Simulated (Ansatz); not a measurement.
# C in place of N at several sites of random wurtzite alloy of AlN and GaN (72 atoms), part 3 of 3

Aim: make C in place of N at several sites of random wurtzite alloy of AlN and GaN (72 atoms), relax each, and compare their energies.

Ansatz 0.2.0; Kohn-Sham DFT, LDA, PAW (set soft_2), plane waves.

The cell: 27 Ga, 36 N and 9 Al. The Brillouin zone is sampled at Γ only, in a cell whose shortest periodic width is 8 Å.

So far. Step 9 (C on a site of N, site N66): The relaxation converged after 5 steps, 0.0852 eV below its start, with a largest force component of 0.011 eV/Å.

### 10. C on a site of N, site N18

The site has 4 bonded neighbours (Al2Ga2) at 1.93 Å on average. 

The input, input.yaml:

```yaml
crystal:
  lattice:
    - [9.5094, 0.0, 0.0]
    - [-4.7547, 8.23538, 0.0]
    - [0.0, 0.0, 10.2684]
  atoms:
    [... atom lines 1 to 14 left out ...]
    - { symbol: Al, position: [0.11123, 0.55571, 0.74989] }
    - { symbol: "N", position: [0.00508, 0.33641, 0.80737] }
    - { symbol: Ga, position: [0.00048, 0.66804, 0.00072], spin: 0.6 }
    - { symbol: C, position: [0.11531, 0.89143, 0.06405], spin: 0.6 }
    - { symbol: Al, position: [0.11133, 0.88991, 0.24989], spin: 0.6 }
    - { symbol: "N", position: [0.99816, 0.66959, 0.30774] }
    - { symbol: Ga, position: [0.00114, 0.6672, 0.49887] }
    [... atom lines 22 to 72 left out ...]
magnetization:
  spin_polarized: true
kpoints:
  mp_grid: { grid: [1, 1, 1] }
hamiltonian:
  xc: lda
scf:
  occupations: { method: fermi_dirac, width: 0.025 }
  lower_state_search: "off"
output:
  forces: true
  eigenvalues: true
relax:
  f_tol: 0.05
  max_steps: 90
```

The run is started by

```console
ansatz run input.yaml --threads 4 --pin off --max-ram 8192MiB --backend cpu --events-out ev --progress --plain --runs-dir out
```

Numbers of over 12 decimals in the logs are rounded to 6 here.

What it wrote:

```text
[...]
Crystal: 72 atoms, lattice volume = 804.155 Å³
Basis set: ecut = 420 eV, 15743 PW (Γ)
Bands: 352, of which v1, the nominal top of the filled ones, is band 279 counted from 1 (278 counted from 0)
Symmetry: 1 space group operations
[...]
k-points: 1
[...]
Starting moments: Σ|m| = 3 μB on 5 of 72 sites
[...]
SCF iter   1: F=—  HF=-118116.386362 eV  |F-HF|=—  |Δ(HF+E_count)|=         —  Δρ=5.86e-2 (↑5.38e-2 ↓5.86e-2)  dr2=1.04e2  dr2_m=1.67e0  M=0.229 μB ∫|m|=0.406 μB  β_m=0.30  ethr=3.10e-3  ⟨swp⟩=6.0  Hψ=2649  notcnv=0
[...]
SCF iter   3: F=—  HF=-118085.583181 eV  |F-HF|=—  |Δ(HF+E_count)|=    8.66e0  Δρ=1.66e-2 (↑1.54e-2 ↓1.66e-2)  dr2=4.03e0  dr2_m=3.76e-1  M=0.995 μB ∫|m|=1.034 μB  β_m=0.30  ethr=3.10e-3  ⟨swp⟩=4.0  Hψ=1134  notcnv=0  defer=138
[...]
SCF iter   7: F=—  HF=-118084.329206 eV  |F-HF|=—  |Δ(HF+E_count)|=   1.06e-2  Δρ=2.01e-3 (↑2.01e-3 ↓1.87e-3)  dr2=8.41e-3  dr2_m=2.46e-2  M=0.996 μB ∫|m|=1.039 μB  β_m=0.30  ethr=4.57e-6  ⟨swp⟩=1.0  Hψ=704  notcnv=0  defer=138
[...]
SCF iter   9: F=—  HF=-118084.335231 eV  |F-HF|=—  |Δ(HF+E_count)|=   3.72e-3  Δρ=3.92e-4 (↑1.61e-4 ↓3.92e-4)  dr2=2.64e-3  dr2_m=2.48e-4  M=0.998 μB ∫|m|=1.064 μB  β_m=0.56  ethr=6.75e-7  ⟨swp⟩=2.0  Hψ=1106  notcnv=0  defer=138
[...]
SCF iter  12: F=-118084.334980 eV  HF=-118084.334983 eV  |F-HF|=3.65e-6  |Δ(HF+E_count)|=   4.08e-6  Δρ=1.98e-5 (↑1.30e-5 ↓1.98e-5)  dr2=7.26e-6  dr2_m=5.05e-7  M=0.998 μB ∫|m|=1.068 μB  β_m=0.68  ethr=1.12e-8  ⟨swp⟩=12.5  Hψ=3151  notcnv=0
SCF iter  13: F=-118084.334982 eV  HF=-118084.334983 eV  |F-HF|=7.32e-7  |Δ(HF+E_count)|=   2.12e-7  Δρ=7.93e-6 (↑4.22e-6 ↓7.93e-6)  dr2=1.20e-6  dr2_m=6.95e-8  M=0.998 μB ∫|m|=1.069 μB  ethr=1.30e-9  ⟨swp⟩=2.0  Hψ=1929  notcnv=0
SCF 1 converged in 13 iterations: F = -118084.334982 eV  dr2 = 1.20e-6
[...]
relax step   1: F+E_penalty+E_count = -118084.33498240 eV  Δ(F+E_penalty+E_count) = +0.000e0 eV  max|allowed force component| = 7.131e-1 eV/Å  Δτ_max = 0.0000 Å  (13 SCF iters, dr2 threshold 6.25e-5 eV, accepted)
[...]
relax step   2: F+E_penalty+E_count = -118084.42381373 eV  Δ(F+E_penalty+E_count) = -8.883e-2 eV  max|allowed force component| = 4.455e-1 eV/Å  Δτ_max = 0.0339 Å  (9 SCF iters, dr2 threshold 3.18e-5 eV, accepted)
[...]
relax step   3: F+E_penalty+E_count = -118084.45006016 eV  Δ(F+E_penalty+E_count) = -2.625e-2 eV  max|allowed force component| = 1.210e-1 eV/Å  Δτ_max = 0.0552 Å  (7 SCF iters, dr2 threshold 1.24e-5 eV, accepted)
[...]
relax step   4: F+E_penalty+E_count = -118084.41672580 eV  Δ(F+E_penalty+E_count) = +3.333e-2 eV  max|allowed force component| = 4.120e-1 eV/Å  Δτ_max = 0.0467 Å  (9 SCF iters, rejected (line search))
[...]
relax step   5: F+E_penalty+E_count = -118084.45929145 eV  Δ(F+E_penalty+E_count) = -9.231e-3 eV  max|allowed force component| = 4.612e-2 eV/Å  Δτ_max = 0.0208 Å  (9 SCF iters, accepted)
SCF converged after 9 iterations
Magnetization: 0.9980 μB (278.9990 up, 278.0010 down)
Absolute magnetization: 1.0896 μB (∫|ρ↑−ρ↓|, with the PAW one-centre terms)
[...]
Per-site moments (μB) at R_I (Å): [(0.00803769, 0.800040), (0.018233, 0.783883), (-7.484006808058912e-6, 0.783883), (0.010316, 0.785148), (0.000391223, 0.799901), [...]
Free energy (F): -118084.459291 eV
[...]
Internal energy: -118084.443386 eV  (E = F + TS)
E sigma→0 (E₀):  -118084.451339 eV
Entropy (-TS):   -0.015906 eV (-0.221 meV/atom)
Fermi energy:    9.185447 eV
[...]
Σ components = -118084.459291   (vs F -118084.459291, Δ=0.00e0)
--- Forces (eV/Å), atoms counted from 1 ---
  atom   1  Ga     0.02252401     0.04044470     0.00443051
  atom   2  N     -0.02322079     0.01557429    -0.01410008
  atom   3  Al    -0.00282993    -0.00156159    -0.01406244
  atom   4  N     -0.00309803     0.00151315    -0.00455980
[...]
atom  72  N     -0.00491327    -0.00207778     0.00478209
  max |Σ_I F_I| component: 1.61e-4 eV/Å
--- Band table (eV) ---
[...]
--- Relaxed structure (5 steps of the walk, 4 accepted, 0 SCFs on fresh bases) ---
  F+E_penalty+E_count = -118084.45929145 eV   max|allowed force component| = 4.612e-2 eV/Å
  atoms:
    - { symbol: Ga, position: [0.00440325, 0.00386508, -0.00159191] }
    - { symbol: N, position: [0.110819, 0.225277, 0.065924] }
    - { symbol: Al, position: [0.111975, 0.222528, 0.250961] }
    - { symbol: N, position: [0.00436622, 0.00406108, 0.311442] }
[...]
- { symbol: N, position: [0.666065, 0.666672, 0.811547] }
```

Wall time 67 s (4 threads of Intel Xeon Platinum 8223CL at 3.00GHz (Skylake/Cascade Lake), shared host); peak memory 1.8 GiB; 4.2 min of CPU time.

The relaxation converged after 5 steps, 0.124 eV below its start, with a largest force component of 0.046 eV/Å.

Local excerpt of 10 atoms (numbers count through the whole input) about the C atom, after relaxation; x, y, z are measured from there.

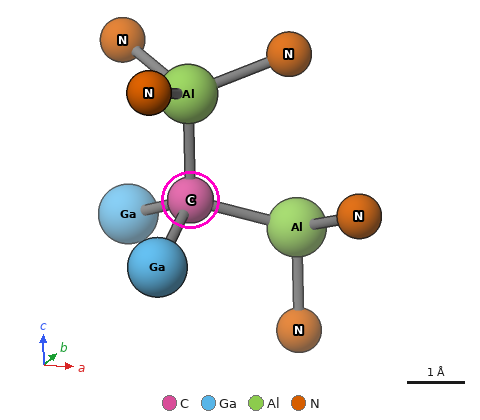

The atoms of the table, within 3.2 Å (arrows a, b, c point along x, y, z); some may hide others; the central atom is ringed.

```csv
atom,x,y,z,distance (Å),bonds,moment (μB)
C18,0.00,0.00,0.00,0.00,4,0.25
Ga17,0.03,-1.81,-0.68,1.94,4,0.01
Ga1,-1.55,0.95,-0.68,1.94,4,0.01
Al19,0.01,0.01,1.96,1.96,4,0.00
Al25,1.62,0.95,-0.66,1.99,4,0.01
N20,-0.02,-1.81,2.54,3.12,4,0.01
N4,-1.55,0.95,2.53,3.12,4,0.01
N28,1.58,0.95,2.53,3.13,4,0.01
N42,3.16,0.02,-0.05,3.16,4,0.06
N32,1.61,0.93,-2.56,3.16,4,0.03
```

The column of bonds counts only the pairs N-Ga within 2.38 Å, N-Al within 2.33 Å, Ga-C within 2.22 Å, Al-C within 2.21 Å; other neighbours, such as metal atoms beside each other in a compound, aren't counted, and periodic images can show an atom twice.

The largest move is 0.05 Å, by Al19.

### 11. The sites compared

All these cells hold the same atoms, so their energies can be compared with no chemical potential.

```
site  neighbours  mean distance (Å)  atoms within 6 Å  energy over the best site (eV)  before relaxation (eV)  gain on relaxing (eV)  moment (μB)
 N30         Ga4               1.95                80                            0.00                    0.00                   0.09          1.0
 N66         Ga4               1.94                77                            0.05                    0.04                   0.09          1.0
 N32       AlGa3               1.94                81                            0.32                    0.31                   0.08          1.0
  N4      Al2Ga2               1.93                79                            0.58                    0.63                   0.14          1.0
 N18      Al2Ga2               1.93                78                            0.59                    0.62                   0.12          1.0
 N36       Al3Ga               1.92                82                            0.88                    0.92                   0.13          1.0
```

Neighbours are those of the relaxed host within 2.38 Å (N-Ga), 2.33 Å (N-Al); other pairs aren't counted.

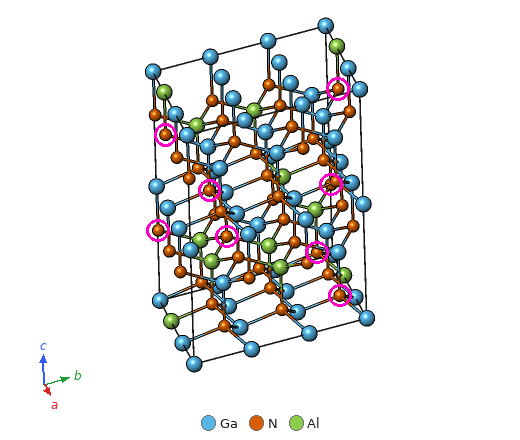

The relaxed cell with the tried sites ringed. Bonds to atoms that aren't drawn are left out. Some periodic images of atoms are drawn too.

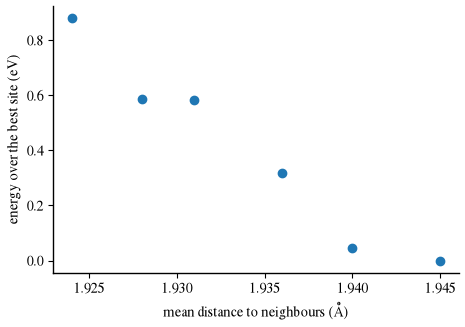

Site energy against the site's surroundings.

### 12. Outcome

The cheapest site is N30 (4 neighbours, Ga4); the dearest, N36 (4 neighbours, Al3Ga), costs 0.88 eV more. The make-up of the first shell tracks the energy: each Ga neighbour changes it by about -0.28 eV, over 4 kinds of shell. Sites with the same first shell differ by up to 0.05 eV, from their geometry, farther neighbours or both. Relaxation gains 0.080 to 0.14 eV and leaves the best site the same.

Caveats: Defects are neutral and interact with their images. The reference ran with gaussian smearing of 0.05 eV, but 6 of the 6 defect cells with fermi-dirac smearing of 0.025 eV, spin polarised. In the spin-polarised runs the search for a state of lower energy was switched off. Only 6 of the 36 N sites were tried; unless symmetry makes the others alike to these, a cheaper one may exist. A local or local or semilocal functional tends to spread out the unpaired spin of such defects. The host structure and its lattice constant were typed by rule, without a check against the phase diagram. The pressure of -5.5 GPa shows the cell to be stretched for this functional.

The DFT runs together took 6.5 min of wall time.

[Logs are printed without paths, hosts, clocks, repeated set-up lines and the standing remarks that a program may print on its own settings, such as how far it seeks lower states.]

[Hosts, paths, dates, database ids (printed as entryN), source tags and the programs' standing remarks are cut or masked in the printed files.]
